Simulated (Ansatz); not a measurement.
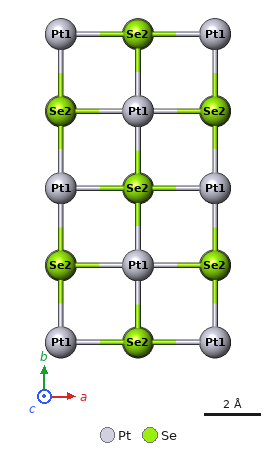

This is the input geometry for a relaxation of solid PtSe (built on the rock salt_225 type) (coarse preliminary run). Style: ball-and-stick. Shown: the conventional cell (4 times the calculation's cell), repeated 1 × 2 × 1 with one cell outlined, along the c axis. Lengths and directions refer to the drawn axes.

Case: rock salt type (Fm-3m, No. 225).

Level of theory: DFT PBE, scalar-relativistic, plane waves, PAW (Ansatz 0.2.0).

Input file:
```yaml
crystal:
  lattice:
    - [0.0, 2.758408466, 2.758408466]
    - [2.758408466, 0.0, 2.758408466]
    - [2.758408466, 2.758408466, 0.0]
  atoms:
    - { symbol: Pt, position: [0.0, 0.0, 0.0] }
    - { symbol: Se, position: [0.5, 0.5, 0.5] }
basis:
  ecutwfc: 420
kpoints:
  mp_grid: { grid: [6, 6, 6] }
hamiltonian:
  xc: pbe
scf:
  occupations: { method: gaussian, width: 0.1 }
  lower_state_search: "off"
output:
  forces: true
  stress: true
  eigenvalues: true
relax:
  adjacent_minimum: "off"
  f_tol: 0.04
  max_steps: 70
  cell: { stress_tol: 0.4 }
```

Command:
```bash
ansatz run input.yaml --threads 1 --pin off --max-ram 2560MiB --backend cpu --events-out ev --progress --plain --runs-dir out
```

### Where does the relaxation end?

No atom moves by more than 0.005 Å relative to the cell. The volume changes by −11.6 %, with a = b = c 5.517 → 5.294 Å (−4.0 %). Near-neighbour distances that change, for instance: Pt1–Se2 2.758 → 2.647 Å. The space group stays Fm-3m (No. 225). After 3 accepted moves (4 points after the start) the energy has fallen by 0.204 eV per cell of the calculation. All forces vanish by symmetry, so only the cell relaxes. The pressure goes from −11.75 to −0.04 GPa. The SCF was repeated once at an unchanged geometry on a basis and grid sized afresh for the cell, which shifted the energy by 1.3 meV per cell of the calculation at most. Cost: 5.6 s on 1 thread of Arm Neoverse V1, on a shared host, peak memory 0.3 GiB.

Final geometry:

```
Pt Se
1.0
     0.00000    2.64711    2.64711
     2.64711    0.00000    2.64711
     2.64711    2.64711    0.00000
Pt Se
1 1
Cartesian
  2.6471 2.6471 0.0000
  2.6471 2.6471 2.6471
```

After the run, drawn alike:

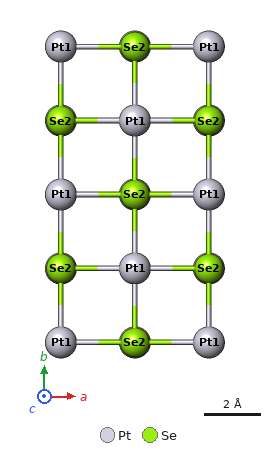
